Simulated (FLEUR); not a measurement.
# Magnetic state of Mn3GaC from several starts, part 2 of 3

Aim: find out whether Mn3GaC carries moments, and which collinear order costs least.

FLEUR MaX-R8.1; LDA (VWN); all-electron FLAPW, Dirac cores, scalar-relativistic bands.

So far, largest spin moment in the muffin-tin sphere (μB): step 2 (run 1 (ferro +++)) 1.51.

### Step 3. Order 2, typed as ferri ++-

Another pattern of signs weighs the neighbour shells otherwise.

Contents of inp.xml:

```
<?xml version="1.0" encoding="UTF-8" standalone="no"?>
<fleurInput fleurInputVersion="0.39">
   <comment>
      Mn3GaC
   </comment>
   <calculationSetup>
      <cutoffs Kmax="4.4" Gmax="13.2" GmaxXC="13.2" numbands="0"/>
      <scfLoop itmax="90" minDistance="0.00002" maxIterBroyd="15" imix="Anderson" alpha="0.05" precondParam="0.0" spinf="2.0" sdNocoIR="T"/>
      <coreElectrons ctail="T" frcor="F" kcrel="0" coretail_lmax="0"/>
      <xcFunctional name="vwn" relativisticCorrections="F"/>
      <magnetism jspins="2"/>
      <soc l_soc="F" theta="0.0" phi="0.0" spav="F"/>
      <expertModes spex="0" secvar="F"/>
      <geometryOptimization l_f="F" forcealpha="1.0" forcemix="BFGS" epsdisp="0.00001" epsforce="0.00001"/>
      <ldaU l_linMix="F" mixParam="0.05" spinf="1.0"/>
   </calculationSetup>
   <cell>
      <bzIntegration valenceElectrons="62.0" mode="hist" fermiSmearingEnergy="0.00110248">
         <kPointListSelection listName="default-1"/>
         <xi:include xmlns:xi="http://www.w3.org/2001/XInclude" href="kpts.xml"> </xi:include>
      </bzIntegration>
      <xi:include xmlns:xi="http://www.w3.org/2001/XInclude" href="sym.xml"> </xi:include>
      <bulkLattice scale="1.0">
         <bravaisMatrix>
            <row-1>    7.3623729814415997     0.0000000000000000     0.0000000000000000</row-1>
            <row-2>    0.0000000000000000     7.3623729814415997     0.0000000000000000</row-2>
            <row-3>    0.0000000000000000     0.0000000000000000     7.3623729814415997</row-3>
         </bravaisMatrix>
      </bulkLattice>
   </cell>
   <atomSpecies>
      <species name="Manganese 3.502" element="Mn" atomicNumber="25">
         <mtSphere radius="2.29" gridPoints="757" logIncrement="0.016"/>
         <atomicCutoffs lmax="8" lnonsphr="6"/>
         <electronConfig flipSpins="F">
            <coreConfig>(1s1/2) (2s1/2) (2p1/2) (2p3/2)</coreConfig>
            <valenceConfig>(3s1/2) (3p1/2) (3p3/2) (4s1/2) (3d3/2) (3d5/2)</valenceConfig>
            <stateOccupation state="(3d3/2)" spinUp="1.251" spinDown="0.749"/>
            <stateOccupation state="(3d5/2)" spinUp="3.0" spinDown="0.0"/>
         </electronConfig>
         <energyParameters s="4" p="4" d="3" f="4"/>
         <lo type="SCLO" l="0" n="3" eDeriv="0"/>
         <lo type="SCLO" l="1" n="3" eDeriv="0"/>
      </species>
      <species name="Manganese -3.502" element="Mn" atomicNumber="25">
         <mtSphere radius="2.29" gridPoints="757" logIncrement="0.016"/>
         <atomicCutoffs lmax="8" lnonsphr="6"/>
         <electronConfig flipSpins="F">
            <coreConfig>(1s1/2) (2s1/2) (2p1/2) (2p3/2)</coreConfig>
            <valenceConfig>(3s1/2) (3p1/2) (3p3/2) (4s1/2) (3d3/2) (3d5/2)</valenceConfig>
            <stateOccupation state="(3d3/2)" spinUp="0.749" spinDown="1.251"/>
            <stateOccupation state="(3d5/2)" spinUp="0.0" spinDown="3.0"/>
         </electronConfig>
         <energyParameters s="4" p="4" d="3" f="4"/>
         <lo type="SCLO" l="0" n="3" eDeriv="0"/>
         <lo type="SCLO" l="1" n="3" eDeriv="0"/>
      </species>
      <species name="Gallium (Ga)" element="Ga" atomicNumber="31">
         <mtSphere radius="2.78" gridPoints="919" logIncrement="0.014"/>
         <atomicCutoffs lmax="10" lnonsphr="8"/>
         <electronConfig flipSpins="F">
            <coreConfig>(1s1/2) (2s1/2) (2p1/2) (2p3/2) (3s1/2) (3p1/2) (3p3/2)</coreConfig>
            <valenceConfig>(4s1/2) (3d3/2) (3d5/2) (4p1/2) (4p3/2)</valenceConfig>
            <stateOccupation state="(4p1/2)" spinUp="0.166667" spinDown="0.166667"/>
            <stateOccupation state="(4p3/2)" spinUp="0.333333" spinDown="0.333333"/>
         </electronConfig>
         <energyParameters s="4" p="4" d="3" f="4"/>
      </species>
      <species name="Carbon (C)" element="C" atomicNumber="6">
         <mtSphere radius="1.3" gridPoints="431" logIncrement="0.024"/>
         <atomicCutoffs lmax="6" lnonsphr="4"/>
         <electronConfig flipSpins="F">
            <coreConfig>(1s1/2)</coreConfig>
            <valenceConfig>(2s1/2) (2p1/2) (2p3/2)</valenceConfig>
            <stateOccupation state="(2p1/2)" spinUp="0.333333" spinDown="0.333333"/>
            <stateOccupation state="(2p3/2)" spinUp="0.666667" spinDown="0.666667"/>
         </electronConfig>
         <energyParameters s="2" p="2" d="3" f="4"/>
      </species>
   </atomSpecies>
   <atomGroups>
      <atomGroup species="Manganese 3.502">
         <relPos label="                   1">.0000000000 1.000/2.000 1.000/2.000</relPos>
         <relPos label="                   2">1.000/2.000 .0000000000 1.000/2.000</relPos>
         <force calculate="T" relaxXYZ="TTT"/>
      </atomGroup>
      <atomGroup species="Manganese -3.502">
         <relPos label="                   3">1.000/2.000 1.000/2.000 .0000000000</relPos>
         <force calculate="T" relaxXYZ="TTT"/>
      </atomGroup>
      <atomGroup species="Gallium (Ga)">
         <relPos label="                   4">.0000000000 .0000000000 .0000000000</relPos>
         <force calculate="T" relaxXYZ="TTT"/>
      </atomGroup>
      <atomGroup species="Carbon (C)">
         <relPos label="                   5">1.000/2.000 1.000/2.000 1.000/2.000</relPos>
         <force calculate="T" relaxXYZ="TTT"/>
      </atomGroup>
   </atomGroups>
   <output dos="F" band="F" slice="F">
      <bandDOS minEnergy="-.5*Htr" maxEnergy="0.5*Htr" sigma="0.015" storeEVData="T"/>
      <plotting iplot="0" polar="F">
         <plot TwoD="T" vec1="  1.0  0.0  0.0" vec2="  0.0  1.0  0.0" vec3="  0.0  0.0  1.0" zero="  0.0  0.0  0.0" file="plot"/>
      </plotting>
      <moessbauerParams electricFieldGradient="F" isomerShift="F" coreHyperfine="F" valenceHyperfine="F"/>
   </output>
</fleurInput>
```

Contents of crystal.txt:

```
Mn3GaC
&input film=F cartesian=F /
3.89600000000  0.00000000000  0.00000000000
0.00000000000  3.89600000000  0.00000000000
0.00000000000  0.00000000000  3.89600000000
1.8897261246
1.0 1.0 1.0

5
25 0.00000000000  0.50000000000  0.50000000000 : 3.502
25 0.50000000000  0.00000000000  0.50000000000 : 3.502
25 0.50000000000  0.50000000000  0.00000000000 : -3.502
31 0.00000000000  0.00000000000  0.00000000000
6 0.50000000000  0.50000000000  0.50000000000

&kpt div1=8 div2=8 div3=8 gamma=T /
```

Started as:

```
$ OMP_NUM_THREADS=1 inpgen -f crystal.txt > inpgen.log  # inp.xml is then edited as shown
$ OMP_NUM_THREADS=1 mpirun -n 4 fleur_MPI > fleur.log
```

The program printed:

```text
[banner, memory and clock lines left out]
Welcome to FLEUR        (www.flapw.de)
      MaX-Release 8.1          (www.max-centre.eu)

 ========== k-point set info ==========
 Selected k-point list: default-1
 k-point list type: mesh
 0 x 0 x 0
 Number of k points: 76

 ------------Calculation Setup---------------------------
 Number of PE/node        :            4
 Number of OMP-threads    :            1
 k-points in parallel     :            4
 pe's per k-point         :            1
 No of k-point loops      :           19
 Eigenvalue solver        :       lapack
 Number of basis functions:          622
 Approximate size of matrices (H+S) per k-point:         0.006 GB
 Iteration:     1   Distance:      23.19681852 me/bohr^3
 Iteration:     2   Distance:      19.39378914 me/bohr^3
 Iteration:     3   Distance:      13.41232314 me/bohr^3
 Iteration:     4   Distance:      12.97523999 me/bohr^3
 Iteration:     5   Distance:      11.64226072 me/bohr^3
 Iteration:     6   Distance:      11.55587743 me/bohr^3
 Iteration:     7   Distance:      11.18427813 me/bohr^3
 Iteration:     8   Distance:       9.16859998 me/bohr^3
 Iteration:     9   Distance:       7.98820955 me/bohr^3
 Iteration:    10   Distance:       8.23696155 me/bohr^3
[... 21 iterations left out ...]
 Iteration:    32   Distance:       0.00272115 me/bohr^3
 Iteration:    33   Distance:       0.00206635 me/bohr^3
 Iteration:    34   Distance:       0.00064165 me/bohr^3
 Iteration:    35   Distance:       0.00037775 me/bohr^3
 Iteration:    36   Distance:       0.00012447 me/bohr^3
 Iteration:    37   Distance:       0.00013211 me/bohr^3
 Iteration:    38   Distance:       0.00010140 me/bohr^3
 Iteration:    39   Distance:       0.00004232 me/bohr^3
 Iteration:    40   Distance:       0.00002671 me/bohr^3
 Iteration:    41   Distance:       0.00001496 me/bohr^3

 ********************************************************************
 Run finished successfully
 Stop message:
   all done
 ********************************************************************

--- out.xml (last complete iteration) ---
<iteration numberForCurrentRun="   41" overallNumber="   41">
         [... left out ...]
         <bandgap value="0.0086528106" units="eV"/>
         <sumValenceSingleParticleEnergies value="-31.7287505758" units="Htr"/>
         <FermiEnergy value="0.4197385128" units="Htr"/>
         <valenceDensity>
            <mtCharges spin="1">
               <mtCharge atomType="1" total="7.6343494" s="1.1532696" p="3.1878304" d="3.2695825" f="0.0181548"/>
               <mtCharge atomType="2" total="5.8339300" s="1.1361043" p="3.1754025" d="1.4977692" f="0.0185840"/>
               <mtCharge atomType="3" total="6.3283233" s="0.5814287" p="0.6528963" d="5.0523345" f="0.0297431"/>
               <mtCharge atomType="4" total="0.9131267" s="0.3206122" p="0.5834543" d="0.0082417" f="0.0007317"/>
            </mtCharges>
            <mtCharges spin="2">
               <mtCharge atomType="1" total="6.2179353" s="1.1401798" p="3.1782631" d="1.8748802" f="0.0186496"/>
               <mtCharge atomType="2" total="8.0031168" s="1.1612407" p="3.1948404" d="3.6233888" f="0.0182188"/>
               <mtCharge atomType="3" total="6.3614248" s="0.5898382" p="0.6848848" d="5.0479297" f="0.0279849"/>
               <mtCharge atomType="4" total="0.9274484" s="0.3222688" p="0.5962255" d="0.0081432" f="0.0007293"/>
            </mtCharges>
            <spinDependentCharge spin="1" total="31.3078737" interstitial="2.9637949" mtSpheres="28.3440788"/>
            <spinDependentCharge spin="2" total="30.6921263" interstitial="2.9642656" mtSpheres="27.7278607"/>
            <totalCharge value="62.0000000000"/>
         </valenceDensity>
         [... left out ...]
         <magneticMomentsInMTSpheres units="muBohr">
            <globalMagMoment atomType="1" vec="0.00000   0.00000   1.41641"/>
            <localMagMoment atomType="1" vec="0.00000   0.00000   1.41641"/>
            <globalMagMoment atomType="2" vec="0.00000   0.00000  -2.16919"/>
            <localMagMoment atomType="2" vec="0.00000   0.00000  -2.16919"/>
            <globalMagMoment atomType="3" vec="0.00000   0.00000  -0.03310"/>
            <localMagMoment atomType="3" vec="0.00000   0.00000  -0.03310"/>
            <globalMagMoment atomType="4" vec="0.00000   0.00000  -0.01432"/>
            <localMagMoment atomType="4" vec="0.00000   0.00000  -0.01432"/>
         </magneticMomentsInMTSpheres>
         [... left out ...]
         <totalEnergy value="    -5448.8151869144" units="Htr">
            <sumOfEigenvalues value="    -3131.1701328923">
               <coreElectrons value="-3099.4413823165"/>
               <valenceElectrons value="-31.7287505758"/>
            </sumOfEigenvalues>
            <densityCoulombPotentialIntegral value="-8356.3855408575"/>
            <densityEffectivePotentialIntegral value="-8658.7005370239"/>
            <chargeDenXCDenIntegral value="-228.4042555574"/>
            <FockExchangeEnergyValence value="0.0000000000"/>
            <FockExchangeEnergyCore value="0.0000000000"/>
         [... left out ...]
            <tkbTimesEntropy value="0.0004552173"/>
            <freeEnergy value="-5448.8156421317"/>
            <extrapolationTo0K value="-5448.8154145230"/>
         </totalEnergy>
         <densityConvergence units="me/bohr^3">
            <chargeDensity spin="1" distance="0.0000097236"/>
            <chargeDensity spin="2" distance="0.0000077660"/>
            <overallChargeDensity distance="0.0000092693"/>
            <spinDensity distance="0.0000149599"/>
         </densityConvergence>
      </iteration>
```

Run time: 4.5 min. Hardware: 4 MPI ranks of Arm Neoverse V2, shared host; peak memory 0.41 GiB.

Spin moment in the muffin-tin sphere by atom:

```
atom  spin moment in the muffin-tin sphere (μB)
 Mn1                                       1.42
 Mn2                                       1.42
 Mn3                                      -2.17
 Ga4                                      -0.03
  C5                                      -0.01
```

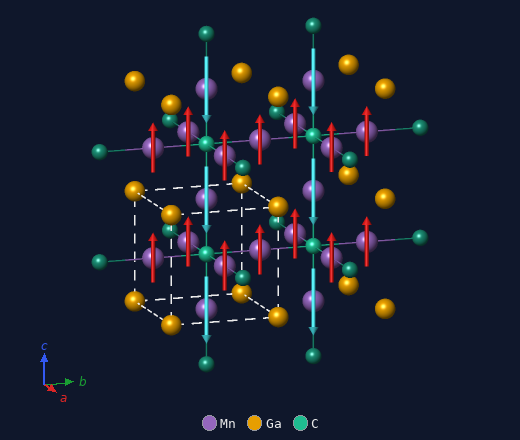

Spin moment in the muffin-tin sphere as arrows, the longest 2.17 μB. Up and down stand for the sign. Arrows give size and sign along the axis of quantisation, drawn up and down the page. The two directions have two colours. 1×2×2 cells are drawn. Some periodic images of atoms are drawn too.

Read from the output:

- free energy: -148269.8270 eV
- program's band gap on this mesh (in a metal only a level spacing): 0.008653 eV
- magnetization: 0.6157 μB
- final state: ferrimagnetic

It lies 35.4 meV a seeded atom over the first start, and its largest moment is 2.17 μB against 1.51 μB.

### Step 4. Start 3: no spin polarisation

A spinless run gives the zero against which the gain from the moments is read.

inp.xml, as its differences from that of step 3:

```diff
@@ -10,3 +10,3 @@
       <xcFunctional name="vwn" relativisticCorrections="F"/>
-      <magnetism jspins="2"/>
+      <magnetism jspins="1"/>
       <soc l_soc="F" theta="0.0" phi="0.0" spav="F"/>
@@ -31,3 +31,3 @@
    <atomSpecies>
-      <species name="Manganese 3.502" element="Mn" atomicNumber="25">
+      <species name="Manganese (Mn)" element="Mn" atomicNumber="25">
          <mtSphere radius="2.29" gridPoints="757" logIncrement="0.016"/>
@@ -37,17 +37,4 @@
             <valenceConfig>(3s1/2) (3p1/2) (3p3/2) (4s1/2) (3d3/2) (3d5/2)</valenceConfig>
-            <stateOccupation state="(3d3/2)" spinUp="1.251" spinDown="0.749"/>
-            <stateOccupation state="(3d5/2)" spinUp="3.0" spinDown="0.0"/>
-         </electronConfig>
-         <energyParameters s="4" p="4" d="3" f="4"/>
-         <lo type="SCLO" l="0" n="3" eDeriv="0"/>
-         <lo type="SCLO" l="1" n="3" eDeriv="0"/>
-      </species>
-      <species name="Manganese -3.502" element="Mn" atomicNumber="25">
-         <mtSphere radius="2.29" gridPoints="757" logIncrement="0.016"/>
-         <atomicCutoffs lmax="8" lnonsphr="6"/>
-         <electronConfig flipSpins="F">
-            <coreConfig>(1s1/2) (2s1/2) (2p1/2) (2p3/2)</coreConfig>
-            <valenceConfig>(3s1/2) (3p1/2) (3p3/2) (4s1/2) (3d3/2) (3d5/2)</valenceConfig>
-            <stateOccupation state="(3d3/2)" spinUp="0.749" spinDown="1.251"/>
-            <stateOccupation state="(3d5/2)" spinUp="0.0" spinDown="3.0"/>
+            <stateOccupation state="(3d3/2)" spinUp="1.000000" spinDown="1.000000"/>
+            <stateOccupation state="(3d5/2)" spinUp="1.500000" spinDown="1.500000"/>
          </electronConfig>
@@ -81,8 +68,5 @@
    <atomGroups>
-      <atomGroup species="Manganese 3.502">
+      <atomGroup species="Manganese (Mn)">
          <relPos label="                   1">.0000000000 1.000/2.000 1.000/2.000</relPos>
          <relPos label="                   2">1.000/2.000 .0000000000 1.000/2.000</relPos>
-         <force calculate="T" relaxXYZ="TTT"/>
-      </atomGroup>
-      <atomGroup species="Manganese -3.502">
          <relPos label="                   3">1.000/2.000 1.000/2.000 .0000000000</relPos>
```

Contents of crystal.txt:

```
Mn3GaC
&input film=F cartesian=F /
3.89600000000  0.00000000000  0.00000000000
0.00000000000  3.89600000000  0.00000000000
0.00000000000  0.00000000000  3.89600000000
1.8897261246
1.0 1.0 1.0

5
25 0.00000000000  0.50000000000  0.50000000000
25 0.50000000000  0.00000000000  0.50000000000
25 0.50000000000  0.50000000000  0.00000000000
31 0.00000000000  0.00000000000  0.00000000000
6 0.50000000000  0.50000000000  0.50000000000

&kpt div1=8 div2=8 div3=8 gamma=T /
```

The program printed:

```text
[banner, memory and clock lines left out]
Welcome to FLEUR        (www.flapw.de)
      MaX-Release 8.1          (www.max-centre.eu)

 ========== k-point set info ==========
 Selected k-point list: default-1
 k-point list type: mesh
 0 x 0 x 0
 Number of k points: 36

 [... set-up left out ...]
 Iteration:     1   Distance:      23.01946745 me/bohr^3
 Iteration:     2   Distance:      19.46063506 me/bohr^3
 Iteration:     3   Distance:       9.03272427 me/bohr^3
 Iteration:     4   Distance:       8.07912404 me/bohr^3
 Iteration:     5   Distance:       6.15164999 me/bohr^3
[...]
<FermiEnergy value="0.4127872039" units="Htr"/>
         [... left out ...]
         <totalEnergy value="    -5448.8013159270" units="Htr">
            <sumOfEigenvalues value="    -3131.7899620046">
               <coreElectrons value="-3099.8335169998"/>
               <valenceElectrons value="-31.9564450048"/>
            </sumOfEigenvalues>
         [... left out ...]
            <freeEnergy value="-5448.8025814859"/>
            <extrapolationTo0K value="-5448.8019487064"/>
         </totalEnergy>
         <densityConvergence units="me/bohr^3">
            <chargeDensity spin="1" distance="0.0000083407"/>
         </densityConvergence>
      </iteration>
```

Wall time 36 s (4 MPI ranks); peak memory 0.28 GiB; 2.4 min of CPU time.

This step gave:

| Property | Result |
| --- | --- |
| free energy | -148269.4716 eV |
| program's band gap on this mesh (in a metal only a level spacing) | 0.002073 eV |
| final state | non-magnetic (no spin polarisation) |

It lies 154 meV a seeded atom over the first start.

(Continued in part 3 of 3.)

[Logs and program files are shortened in this print: banners, set-up blocks, solver, clock and traceback lines can be left out without a mark of their own.]

[Logs are printed without paths, hosts, clocks, repeated set-up lines and the standing remarks that a program may print on its own settings, such as how far it seeks lower states.]

[Hosts, paths, dates, database ids (printed as entryN), source tags and the programs' standing remarks are cut or masked in the printed files.]

[Where a cell is said to come from a database of computed structures, the database is the Materials Project.]
